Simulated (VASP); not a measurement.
Band structure of KCl (rock salt). All values below come from rev-vdW-DF2, VASP's PBE PAW potentials (set 64) (plane waves; VASP).

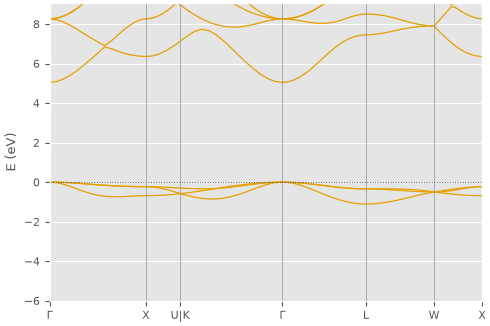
Fig. 1. Bands along high-symmetry lines, zero at the valence-band maximum or, without a gap, the Fermi level

**Question.** Read the plot: is there a gap, and where are the band edges?

**Answer.** The gap is direct, 5.04 eV, from the valence maximum at Γ to the conduction minimum at Γ. (Edges off the drawn lines would not show.)

Measured: gap 8.50 eV (computed value off by -3.46 eV), as given by David Koller et al., Journal of Physics Condensed Matter (2013), arXiv:1304.4470.

The compound is KCl in the rock salt structure. It was relaxed first.
